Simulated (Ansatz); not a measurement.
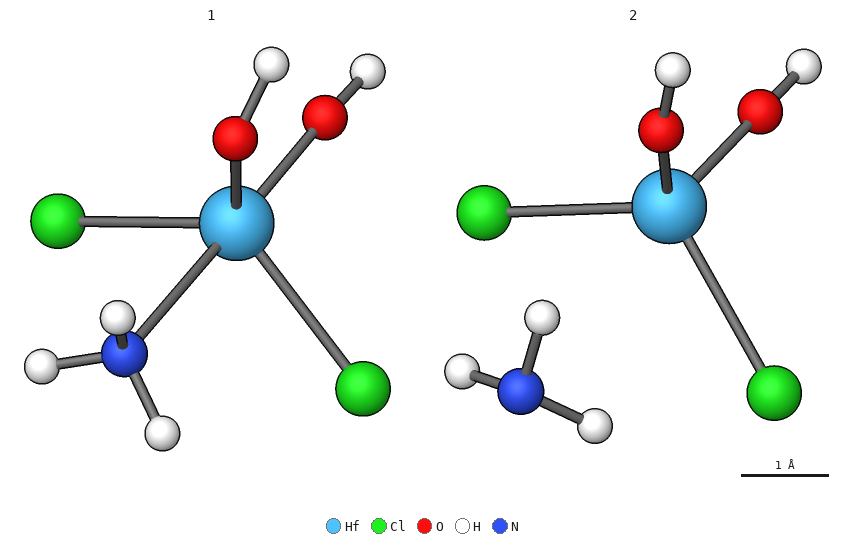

Two geometries of HfNH₅O₂Cl₂, drawn at one scale. One is the start of a relaxation, the other its converged end. Style: ball-and-stick. Shown from a free direction.

These are results of RKS PBE/def2-SVP (Ansatz 0.2.0), not measurements. Set-up: no spin polarisation; force threshold 0.03 eV/Å; at most 50 steps.

Q: Which one is relaxed?

A: Structure 1 is the relaxed one. The run prepares an end point of a later path (reaction) calculation, from a guessed geometry. The atom that moves furthest after the best rigid fit is the N atom (0.68 Å). By element the largest moves are N 0.68 Å, H 0.40 Å, O 0.28 Å, Hf 0.28 Å, Cl 0.14 Å. Near-neighbour distances that change, for instance: Hf–N 3.407 → 2.450 Å, H–Hf 3.323 → 3.001 Å, H–Hf 3.199 → 2.947 Å, H–Hf 3.118 → 3.004 Å. New bonds form, among them: Hf–N (3.41 → 2.45 Å). Among the angles between lasting bonds that change: Hf–O–H 157.8° → 126.7°, O–Hf–O 107.3° → 99.9°, Cl–Hf–O 104.9° → 99.3°. The energy falls by 85.2 kJ/mol in 13 accepted moves (14 points after the start). Largest force component: 1 eV/Å at the start, 0.015 eV/Å at the end. The line search rejected the trial step at point 9 of the run.

Limits of the set-up: the start holds two separate molecules, 2.6 Å apart at their closest, whose relative position is a soft coordinate and is computed without a dispersion correction.
